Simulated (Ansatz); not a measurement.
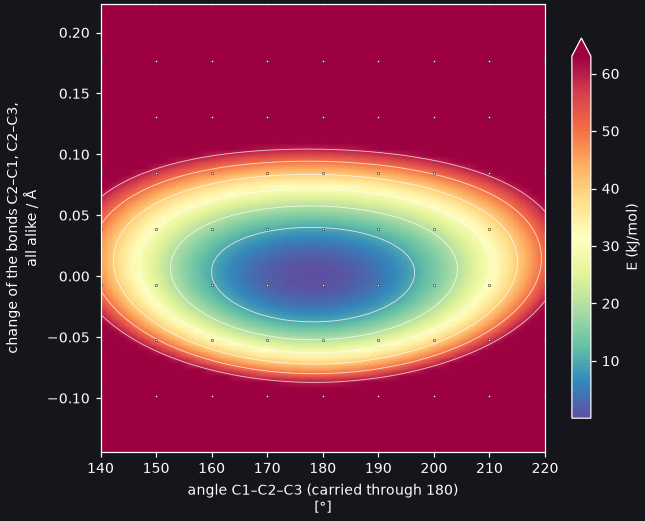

C4H6FN, SMILES C=C=C(F)CN. First axis: angle C1–C2–C3 (carried through 180). Second axis: change of the bonds C2–C1, C2–C3, all alike. Nothing is relaxed (all other coordinates rigid). The grid has 9 × 9 points. Points are written as (first, second). Energies are in kJ/mol, from the relaxed molecule at the same level. All numbers below come from RKS PBE0-D4/def2-SVP (Ansatz).

The picture shows a smooth colour map with a few white contour lines, dots at the grid points, one colour for all values above the top of the scale. Between grid points the surface is interpolated.

Question: Where is the minimum, and how stiff is the well along each coordinate?

Answer: The interpolated minimum is at the first coordinate ≈ 178°, the second coordinate ≈ 0.000 Å. The curvatures there are about 2 eV/rad² and 138 eV/Å², with a cross term of about 0 eV/(rad·Å). Round the minimum the two coordinates are nearly uncoupled. (1 eV is 96.5 kJ/mol.)
